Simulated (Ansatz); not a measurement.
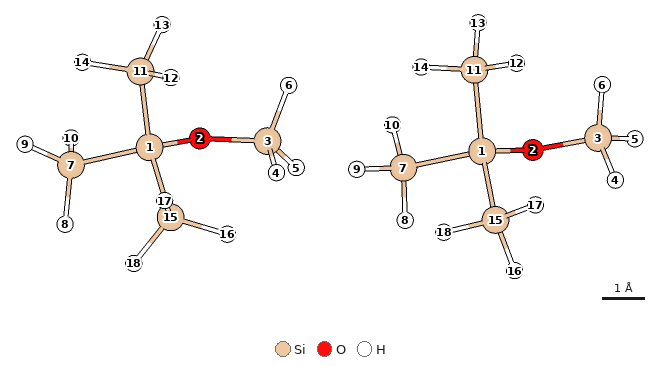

Two geometries of Si$_{5}$H$_{12}$O, drawn at one scale. One is the start of a relaxation, the other its converged end. Style: ball-and-stick. Shown at a tilt.

Theory: Ansatz, RKS revPBE-D4/STO-3G. Settings: no spin polarisation; force threshold 0.02 eV/Å; at most 40 steps.

Which geometry has the lower energy?

The right one is the relaxed one. The run prepares the start of a later molecular dynamics calculation, from a guessed geometry. The energy falls by 48.5 kJ/mol in 27 geometry steps. Largest force component: 1.4 eV/Å at the start, 0.018 eV/Å at the end. The forces were under the threshold at step 22, but the run went on from there. H18 moves most after the best rigid fit: 1.42 Å. Largest moves by element: H 1.42 Å, O 0.33 Å, Si 0.20 Å. Some distances before and after: Si1–O2 1.680 → 1.748 Å, Si1–Si11 2.218 → 2.281 Å, Si1–Si7 2.220 → 2.269 Å, O2–Si3 1.680 → 1.727 Å. Bond angles that change, for instance: Si1–O2–Si3 125.0° → 113.4°, O2–Si1–Si7 109.5° → 103.9°, O2–Si1–Si11 109.5° → 112.8°. Groups turn about Si1–Si15 by about 50°, O2–Si3 by about 35°, Si1–Si7 by about 30°.

Limits of the set-up: STO-3G is a minimal basis, so the numbers are rough.
